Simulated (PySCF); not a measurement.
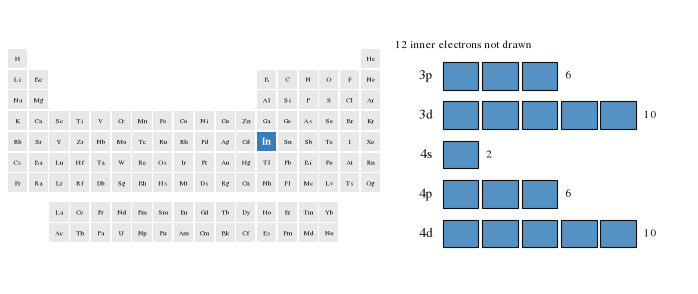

*Left, the place of indium in the periodic table; right, the outer shells of the nominal configuration: a box for each of the 2l + 1 orbitals, shaded by the share of the shell that is filled, with the electron count at the right.*

## In³⁺: atomic calculation

System: In³⁺, configuration 1s2 2s2 2p6 3s2 3p6 3d10 4s2 4p6 4d10, multiplicity 1.
Method: unrestricted PBE, x2c-QZVPPall, spin-free X2C-1e, Gaussian nucleus (PySCF).

Results in brief:

- outcome: converged
- total energy: −5878.6352 hartree
- SCF iterations: 6
- hardware: 1 CPU thread, shared host
- CPU time: 1.4 s (integrals apart)

Input file:
```python
from pyscf import gto, scf, dft, mp, cc
import basis_set_exchange as bse
mol = gto.M(atom="In 0 0 0", charge=3, spin=0, symmetry="D2h",
            basis=gto.basis.parse(bse.get_basis("x2c-QZVPPall", elements=["In"], fmt="nwchem", header=False)),
            nucmod="G")
mf = dft.UKS(mol, xc="PBE").sfx2c1e()
mf.irrep_nelec = {'Ag': (8, 8), 'B1g': (2, 2), 'B2g': (2, 2), 'B3g': (2, 2), 'B1u': (3, 3), 'B2u': (3, 3), 'B3u': (3, 3)}
mf.kernel()
```

The script is an equivalent of what the driver set up; the driver started from orbitals of its own, so the log can be shorter than this script's would be, and it computed the properties (radii, ⟨L²⟩, response) afterwards. It held the occupations shell by shell, which the script's counts by irreducible representation don't always enforce.

The run was one of a batch that the task file lists, launched with:
```bash
OMP_NUM_THREADS=1 python <driver script> TASK.json OUT
```

Log (extracts):
```
damping factor = 0
level_shift factor = 0
DIIS = <class 'pyscf.scf.diis.CDIIS'>
diis_start_cycle = 1
diis_space = 10
diis_damp = 0
SCF conv_tol = 1e-09
SCF conv_tol_grad = None
number electrons alpha = 23  beta = 23
XC functionals = PBE
    J. P. Perdew, K. Burke, and M. Ernzerhof.,  Phys. Rev. Lett. 77, 3865 (1996)
    J. P. Perdew, K. Burke, and M. Ernzerhof.,  Phys. Rev. Lett. 78, 1396 (1997)
    J. P. Perdew, K. Burke, and M. Ernzerhof.,  Phys. Rev. Lett. 77, 3865 (1996)
    J. P. Perdew, K. Burke, and M. Ernzerhof.,  Phys. Rev. Lett. 78, 1396 (1997)
cycle= 1 E= -5878.63512442433  delta_E= -0.0271  |g|= 0.0373  |ddm|= 0.174
cycle= 2 E= -5878.63512754426  delta_E= -3.12e-06  |g|= 0.0348  |ddm|= 0.016
cycle= 3 E= -5878.63523810905  delta_E= -0.000111  |g|= 0.00371  |ddm|= 0.00958
cycle= 4 E= -5878.63523946531  delta_E= -1.36e-06  |g|= 0.000192  |ddm|= 0.00112
cycle= 5 E= -5878.63523946972  delta_E= -4.41e-09  |g|= 1.63e-05  |ddm|= 6.03e-05
cycle= 6 E= -5878.63523946976  delta_E= -3.82e-11  |g|= 1.25e-06  |ddm|= 5.7e-06
converged SCF energy = -5878.63523946976  <S^2> = -2.4868996e-14  2S+1 = 1
```

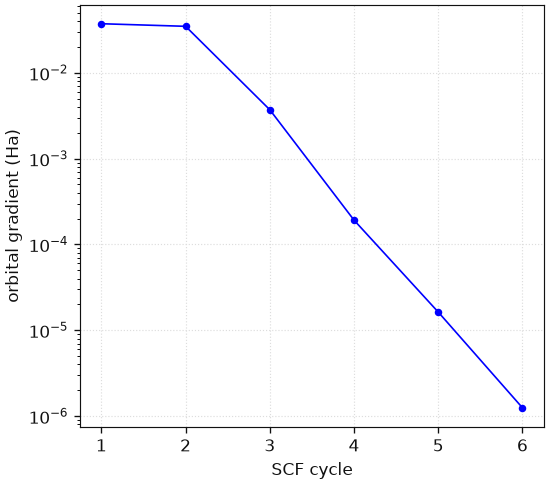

*Convergence: orbital gradient against the SCF cycle.*

The residual falls at every step. It goes from 0.037 to 1.3×10⁻⁶ in 6 steps.

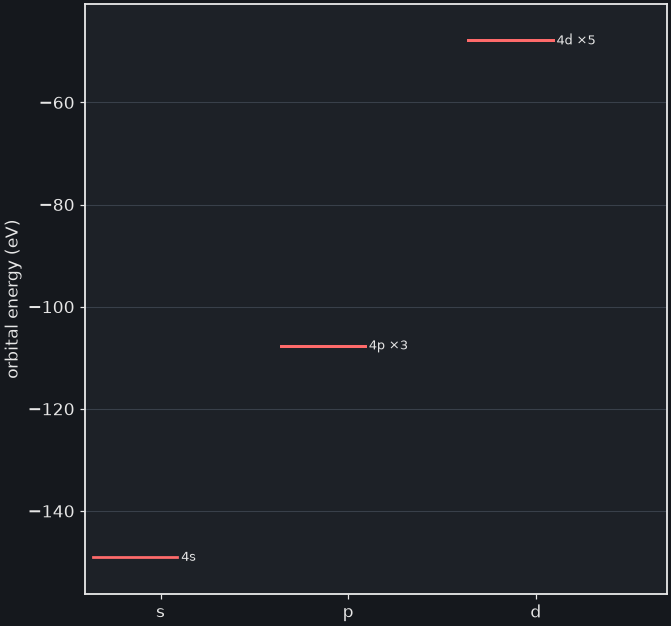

*Orbital energies of the mean field, from the top down to −149.1 eV, by angular momentum; ×n counts the orbitals under one label.*

The highest filled orbital is 4d at −47.9 eV, the lowest empty one s at −33.0 eV.
